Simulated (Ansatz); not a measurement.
# Frequency calculation, with input and output: GaNH$_{6}$O

System: GaNH$_{6}$O.
Method: RKS PBE0/def2-SVPD (Ansatz 0.2.0).

It belongs to a series of runs on one base structure; here: vibrations at the highest image of the band. Figures and captions count atoms from 1; the log counts them from 0 in places.

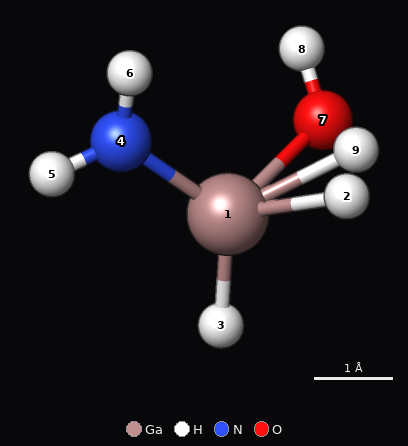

*The input geometry (ball-and-stick view, seen at a tilt; atoms are numbered from 1 in the order of the input). Sticks mark near contacts.*

Bond lengths as drawn: Ga–H 1.55 to 1.86 Å, Ga–N 1.83 Å, Ga–O 1.97 Å, H–N 1.01 Å and H–O 0.96 Å.

Input file
```yaml
crystal:
  periodic: [false, false, false]
  atoms:
    - { symbol: Ga, position_ang: [-0.079722, 0.222397, -0.068128] }
    - { symbol: H, position_ang: [-0.374202, 0.121887, 1.747899] }
    - { symbol: H, position_ang: [1.299187, -0.366694, -0.451909] }
    - { symbol: "N", position_ang: [-1.641729, -0.038502, -0.97518] }
    - { symbol: H, position_ang: [-1.728294, -0.720013, -1.716123] }
    - { symbol: H, position_ang: [-2.549181, 0.243107, -0.631636] }
    - { symbol: O, position_ang: [-0.029386, 2.038241, 0.703018] }
    - { symbol: H, position_ang: [-0.753545, 2.628403, 0.465747] }
    - { symbol: H, position_ang: [-0.309027, 1.101075, 1.556109] }
basis:
  gaussian: { orbitals: def2-SVPD }
hamiltonian:
  xc: pbe0
phonons: {}
```

Launch command:
```bash
ansatz run input.yaml --threads 4 --pin off --max-ram 5120MiB --backend cpu --events-out ev --progress --plain --runs-dir out
```

The program's output
```
Engine: ansatz 0.2.0, aarch64-unknown-linux-gnu
Functional definition: PBE0
  parameter a = 0.25
  parameter kappa = 0.804
  parameter beta = 0.06672455060314922
  exchange = (1 - a)*pbe_x(kappa = kappa, mu = beta*pi^2/3) + a*exact_x
  correlation = pbe_c(beta = beta)
1342 factors; integrals over basis functions are off by at most 3.2e-4 eV
mean field evaluation 1: about -55982.3952 eV, gradient 7.4e1 eV
mean field evaluation 2: about -55957.3332 eV, gradient 1.3e2 eV
mean field evaluation 4: about -55992.3143 eV, gradient 5.8e0 eV
mean field evaluation 8: about -55992.3813 eV, gradient 3.2e-1 eV
mean field evaluation 16: about -55992.3815 eV, gradient 2.6e-5 eV
mean field -55992.38146569 eV, -2057.6820658648 hartree, gradient 2.6e-5 eV, S^2 0.000000; 0 other end points of the search recorded, 0 dependent functions left out
the calculation of the forces begins
reference -55992.38150570 eV, -2057.6820673352 hartree; 26, 26 occupied and 103, 103 virtual orbitals, 1342 factors
these checks for a lower state are left out or cut short: stability, starts, cluster_reference, orbital_swaps, neighbouring_geometries, increment
1342 factors; integrals over basis functions are off by at most 3.2e-4 eV
mean field -55992.38136157 eV, -2057.6820620383 hartree, gradient 1.3e-6 eV, S^2 0.000000; 0 other end points of the search recorded, 0 dependent functions left out
[... from here on the field's lines of each further geometry are left out, up to the last ...]
the calculation of the forces begins
reference -55992.38149096 eV, -2057.6820667936 hartree; 26, 26 occupied and 103, 103 virtual orbitals, 1342 factors
these checks for a lower state are left out or cut short: stability, starts, cluster_reference, orbital_swaps, neighbouring_geometries, increment
1342 factors; integrals over basis functions are off by at most 3.2e-4 eV
mean field -55992.38143668 eV, -2057.6820647986 hartree, gradient 1.9e-6 eV, S^2 0.000000; 0 other end points of the search recorded, 0 dependent functions left out
the calculation of the forces begins
reference -55992.38147669 eV, -2057.6820662692 hartree; 26, 26 occupied and 103, 103 virtual orbitals, 1342 factors
WARN: phonons: modes at or below zero, which the zero-point energy, F, S and C_V leave out: 1, the lowest at -1225.24 cm⁻¹. A minimum has none, and a first-order saddle one
Total energy: -55992.38150570 eV, -2057.6820673352 hartree
Atom 0 at    -0.079722     0.222397    -0.068128 Å, force    -0.001715    -0.000810    -0.001424 eV/Å
Atom 1 at    -0.374202     0.121887     1.747899 Å, force    -0.003647    -0.000810    -0.001181 eV/Å
Atom 2 at     1.299187    -0.366694    -0.451909 Å, force     0.000223     0.000535    -0.000192 eV/Å
Atom 3 at    -1.641729    -0.038502    -0.975180 Å, force     0.004813    -0.001010     0.001474 eV/Å
Atom 4 at    -1.728294    -0.720013    -1.716123 Å, force    -0.002436     0.001634     0.001470 eV/Å
Atom 5 at    -2.549181     0.243107    -0.631636 Å, force     0.000297    -0.001173    -0.001012 eV/Å
Atom 6 at    -0.029386     2.038241     0.703018 Å, force    -0.002916     0.002260    -0.000738 eV/Å
Atom 7 at    -0.753545     2.628403     0.465747 Å, force     0.001158     0.001195    -0.001232 eV/Å
Atom 8 at    -0.309027     1.101075     1.556109 Å, force     0.004222    -0.001823     0.002836 eV/Å
Dipole moment:    -0.367117    -0.030086    -0.104497 e Å
Vibrations: -1225.24 152.74 262.43 270.85 339.44 477.97 536.52 564.89 618.88 697.14 734.52 759.51 915.54 1322.75 1550.62 1743.23 1867.91 2054.75 3627.92 3737.14 3884.74 cm⁻¹, zero-point energy 1.619204 eV
```

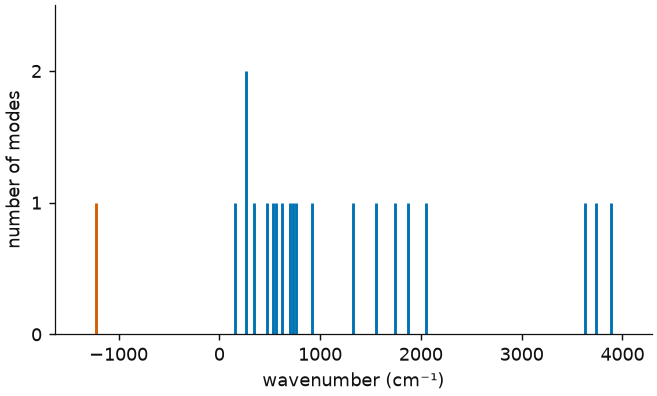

*Harmonic vibrational wavenumbers from the force constants; neighbouring modes closer than 23 cm⁻¹ are counted in one stick, and imaginary ones are drawn at negative wavenumbers.*

21 modes from 1225i to 3885 cm⁻¹, 1 imaginary beyond 8i (1225i cm⁻¹): a first-order saddle point, if the geometry is stationary.

Key numbers

| quantity | value |
| --- | --- |
| outcome | converged |
| total energy | −55992.3815 eV |
| mean-field energy | −55992.3815 eV |
| largest force (length of the vector) | 0.005 eV/Å |
| hardware | 4 threads of Arm Neoverse V1, 24 GiB of memory available, shared host |
| wall time | 76 s (CPU time 4.7 min) |
| peak memory | 0.31 GiB |
